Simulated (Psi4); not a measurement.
SnBr4 (charge +1): single-point calculation

System: SnBr4, charge +1, multiplicity 2.
Method: BLYP/def2-SVP, UKS (Psi4 1.11).

The run did not end well. The geometry is that of the parent species in another charge or spin state. The geometry comes from this level: PBE0-D4/def2-TZVP.

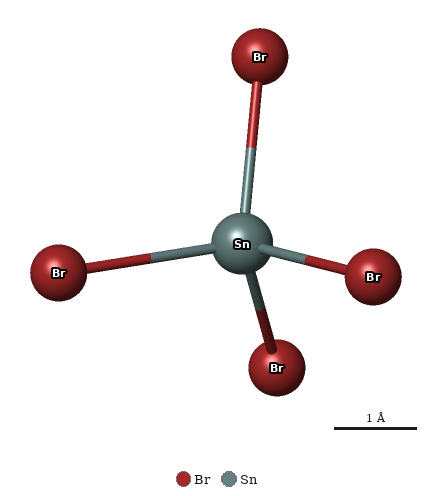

The input geometry (ball-and-stick view, seen at a tilt). Sticks mark near contacts. Bond lengths as drawn: Br–Sn 2.45 Å.

Input file (job.py)
```python
import psi4

psi4.set_memory(2200000000)
psi4.set_num_threads(1)
psi4.core.set_output_file('output.dat', False)

m = psi4.geometry("""
1 2
Br    -1.112740     0.012410     2.177700
Sn    -0.000040     0.000010     0.000030
Br     2.068690    -1.295650     0.148990
Br    -1.477800    -1.012430    -1.664820
Br     0.521880     2.295660    -0.661890
symmetry c1
no_reorient
no_com
""")

options = {'basis': 'def2-SVP', 'reference': 'uks', 'puream': True, 'e_convergence': 1e-09, 'd_convergence': 1e-06, 'scf_type': 'df', 'dft_radial_points': 99, 'dft_spherical_points': 590, 'maxiter': 150, 'level_shift': 0.3, 'level_shift_cutoff': 1e-09}
psi4.set_options(options)

result = psi4.energy('BLYP', molecule=m)
print('E =', round(result, 9))
for k, v in sorted(psi4.core.scalar_variables().items()):
    print(f'{k:45s} {v:18.10f}')
```

Run on 1 thread of AMD EPYC (Zen 3), 32 GiB of memory available, shared host.

Command:
```bash
python job.py
```

The program's output
```
=> Loading Basis Set <=

    Name: DEF2-SVP
    Role: ORBITAL
    Keyword: BASIS

    !!!  WARNING: ECP capability is in beta. Please check occupations closely.  !!!

         ---------------------------------------------------------
                                   SCF
                              UKS Reference
                        1 Threads,   2098 MiB Core
         ---------------------------------------------------------

  ==> Geometry <==

    Molecular point group: c1
    Full point group: C1

    Geometry (in Angstrom), charge = 1, multiplicity = 2:

       Center              X                  Y                   Z               Mass
    ------------   -----------------  -----------------  -----------------  -----------------
         BR          -1.112740000000     0.012410000000     2.177700000000    78.918337600000
         SN          -0.000040000000     0.000010000000     0.000030000000   119.902201630000
         BR           2.068690000000    -1.295650000000     0.148990000000    78.918337600000
         BR          -1.477800000000    -1.012430000000    -1.664820000000    78.918337600000
         BR           0.521880000000     2.295660000000    -0.661890000000    78.918337600000

  Running in c1 symmetry.

  Rotational constants: A =      0.01339  B =      0.01339  C =      0.01339 [cm^-1]
  Rotational constants: A =    401.54905  B =    401.54071  C =    401.53433 [MHz]
  Nuclear repulsion = 1640.415703942342589

  Charge       = 1
  Multiplicity = 2
  Electrons    = 161
  Nalpha       = 81
  Nbeta        = 80

  ==> Algorithm <==

  SCF Algorithm Type is DF.
  DIIS enabled.
  MOM disabled.
  Fractional occupation disabled.
  Guess Type is SAD.
  Energy threshold   = 1.00e-09
  Density threshold  = 1.00e-06
  Integral threshold = 1.00e-12

  ==> Primary Basis <==

  Basis Set: DEF2-SVP
    Blend: DEF2-SVP
    Number of shells: 58
    Number of basis functions: 154
    Number of Cartesian functions: 168
    Spherical Harmonics?: true
    Max angular momentum: 2

  Core potential: DEF2-SVP
    Number of shells: 4
    Number of ECP primitives: 18
    Number of ECP core electrons: 28
    Max angular momentum: 3

  ==> DFT Potential <==

   => LibXC <=

    Version 7.1.2

   => Composite Functional: BLYP <=

    BLYP GGA Exchange-Correlation Functional

    Deriv               =              1
    GGA                 =           TRUE
    Meta                =          FALSE

    Exchange Hybrid     =          FALSE
    MP2 Hybrid          =          FALSE

   => Exchange Functionals <=

    1.0000     XC_GGA_X_B88

   => Correlation Functionals <=

    1.0000     XC_GGA_C_LYP

   => LibXC Density Thresholds  <==

    XC_GGA_C_LYP:  1.00E-14
    XC_GGA_X_B88:  1.00E-15

   => Molecular Quadrature <=

    Radial Scheme          =       TREUTLER
    Pruning Scheme         =           NONE
    Nuclear Scheme         =       TREUTLER

    Blocking Scheme        =         OCTREE
    BS radius alpha        =              1
    Pruning alpha          =              1
    Radial Points          =             99
    Spherical Points       =            590
    Total Points           =         267504
    Total Blocks           =           2120
    Max Points             =            256
    Max Functions          =            110
    Weights Tolerance      =       1.00E-15

   => Loading Basis Set <=

    Name: (DEF2-SVP AUX)
    Role: JKFIT
    Keyword: DF_BASIS_SCF

  ==> Integral Setup <==

  DFHelper Memory: AOs need 0.200 GiB; user supplied 0.936 GiB.
  SCF_SUBTYPE=INCORE selected. In-core MEM_DF algorithm will be used.
  Using in-core AOs.

  ==> MemDFJK: Density-Fitted J/K Matrices <==

    J tasked:                   Yes
    K tasked:                    No
    wK tasked:                   No
    Memory [MiB]:               958
    Algorithm:                 Core
    Schwarz Cutoff:           1E-12
    Mask sparsity (%):      19.9781
    Fitting Condition:        1E-10

   => Auxiliary Basis Set <=

  Basis Set: (DEF2-SVP AUX)
    Blend: DEF2-UNIVERSAL-JKFIT
    Number of shells: 286
    Number of basis functions: 1282
    Number of Cartesian functions: 1793
    Spherical Harmonics?: true
    Max angular momentum: 5

  Cached 100.0% of DFT collocation blocks in 0.601 [GiB].

  Minimum eigenvalue in the overlap matrix is 1.3090474320E-02.
  Reciprocal condition number of the overlap matrix is 3.6413870976E-03.
    Using symmetric orthogonalization.

  ==> Pre-Iterations <==

  SCF Guess: Superposition of Atomic Densities via on-the-fly atomic UHF (no occupation information).

   -------------------------
    Irrep   Nso     Nmo
   -------------------------
     A        154     154
   -------------------------
    Total     154     154
   -------------------------

  ==> Iterations <==

                           Total Energy        Delta E     RMS |[F,P]|

   @DF-UKS iter SAD: -10503.60292059100357   -1.05036e+04   0.00000e+00
   @DF-UKS iter   1: -10508.34291058476265   -4.73999e+00   1.81480e-02 ADIIS/DIIS/SHIFT
   @DF-UKS iter   2: -10508.85742058198048   -5.14510e-01   1.50560e-02 ADIIS/DIIS/SHIFT
   @DF-UKS iter   3: -10509.51955092722892   -6.62130e-01   1.35030e-03 ADIIS/DIIS/SHIFT
   @DF-UKS iter   4: -10509.53717589196458   -1.76250e-02   2.31042e-04 ADIIS/DIIS/SHIFT
   @DF-UKS iter   5: -10509.53808048389146   -9.04592e-04   1.18813e-04 ADIIS/DIIS/SHIFT
   @DF-UKS iter   6: -10509.53851012760788   -4.29644e-04   5.41780e-05 DIIS/SHIFT
   @DF-UKS iter   7: -10509.53874693228681   -2.36805e-04   4.00231e-05 DIIS/SHIFT
   @DF-UKS iter   8: -10509.53891132229001   -1.64390e-04   3.13151e-05 DIIS/SHIFT
   @DF-UKS iter   9: -10509.53902287532765   -1.11553e-04   2.78780e-05 DIIS/SHIFT
[... 131 lines of further cycles ...]
   @DF-UKS iter 141: -10509.53984171423144   -5.78205e-06   1.19693e-05 DIIS/SHIFT
   @DF-UKS iter 142: -10509.53984797434896   -6.26012e-06   1.12393e-05 DIIS/SHIFT
   @DF-UKS iter 143: -10509.53985401128193   -6.03693e-06   1.11104e-05 DIIS/SHIFT
   @DF-UKS iter 144: -10509.53986017498391   -6.16370e-06   1.05849e-05 DIIS/SHIFT
   @DF-UKS iter 145: -10509.53986707585136   -6.90087e-06   7.14176e-06 DIIS/SHIFT
   @DF-UKS iter 146: -10509.53987287723430   -5.80138e-06   7.23114e-06 DIIS/SHIFT
   @DF-UKS iter 147: -10509.53987880841123   -5.93118e-06   6.14659e-06 DIIS/SHIFT
   @DF-UKS iter 148: -10509.53988191660392   -3.10819e-06   1.26807e-05 DIIS/SHIFT
   @DF-UKS iter 149: -10509.53988758739433   -5.67079e-06   1.08333e-05 DIIS/SHIFT
   @DF-UKS iter 150: -10509.53989273411935   -5.14673e-06   1.07022e-05 DIIS/SHIFT

PsiException: Could not converge SCF iterations in 150 iterations.

  Failed to converge.
```

Standard output
```
psi4.driver.p4util.exceptions.SCFConvergenceError: Could not converge SCF iterations in 150 iterations.
```

What the run reported

```json
{"quantity": "outcome", "value": "not converged"}
{"quantity": "wall time", "value": "3.3 min"}
{"quantity": "peak memory", "value": "1.2 GiB"}
```

What went wrong

The run did not converge: “psi4.driver.p4util.exceptions.SCFConvergenceError: Could not converge SCF iterations in 150 iterations.” Its last values are not results. Further notes kept with the run: occupations held by overlap or a lasting level shift; may not be the lowest state.
